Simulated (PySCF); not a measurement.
```xyz
2

Sn    0.0000    0.0000   -0.2246
N     0.0000    0.0000    1.9234
```

Core potentials replace the inner electrons of Sn.

These are results of PBE0/def2-SVP, non-relativistic Hamiltonian with scalar-relativistic core potentials where named, at a bond length of 2.148 Å in PySCF 2.14.0, not measurements.

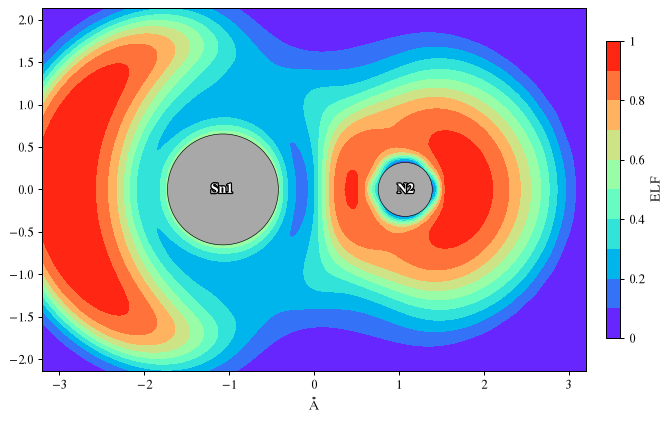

SnN (charge +1, triplet). Electron localisation function on a plane that holds the molecular axis. Grey discs cover the atomic cores.

**Interpret the plot.**

The section cuts through Sn and N sites. Sn–N (2.15 Å): the ELF peaks at about 0.90 in the valence shell of N, 0.7 Å from its nucleus, and drops to about 0.15 between the two atoms. The ELF also peaks beside N2, away from the bonds: non-bonding electrons, paired or unpaired.
